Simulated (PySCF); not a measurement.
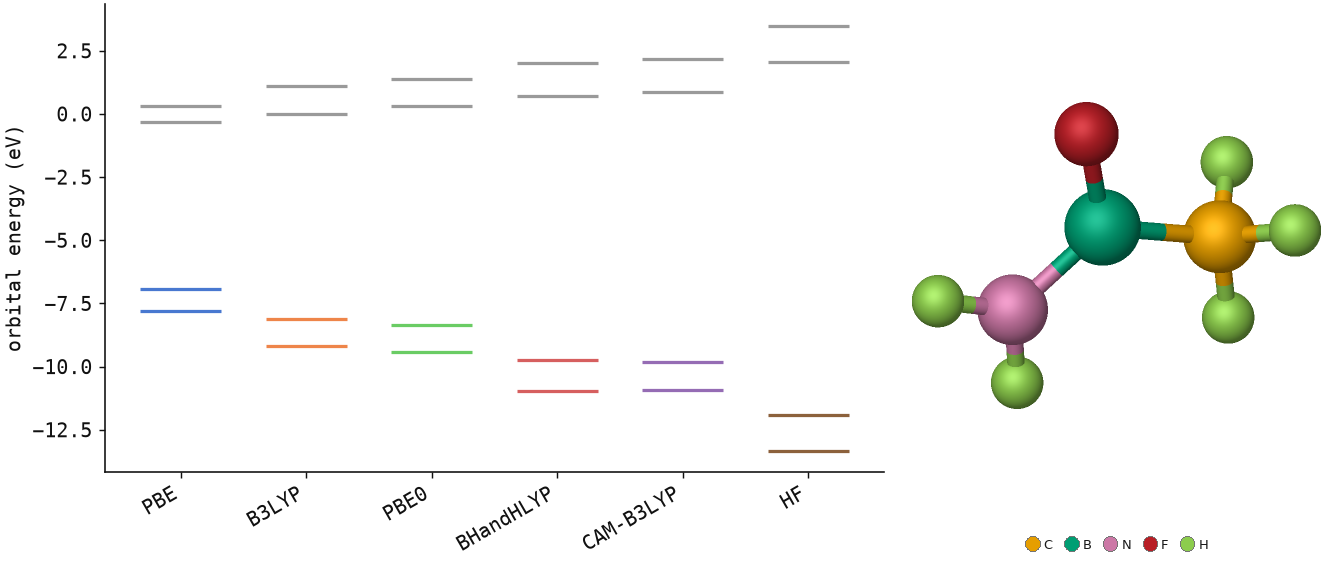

Frontier orbital energies of CH₅BFN, SMILES CB(N)F at one geometry, def2-SVPD, PySCF, at a PBE0-D3(BJ)/def2-SVP geometry (no frequency check). Empty levels are grey, levels within 0.1 eV stand side by side; all columns show the same few orbitals around the gap.

Question: Compare the HOMO-LUMO separations.

Answer: The separation grows from 6.58 eV (PBE) to 13.98 eV (HF).

```tsv
level	HOMO (eV)	LUMO (eV)	separation (eV)
PBE	−6.91	−0.33	6.58
B3LYP	−8.12	0.01	8.13
PBE0	−8.36	0.33	8.69
BHandHLYP	−9.73	0.73	10.46
CAM-B3LYP	−9.83	0.87	10.71
HF	−11.91	2.07	13.98
```

Caveats, for all or some of the runs: empty levels above zero depend strongly on the basis.
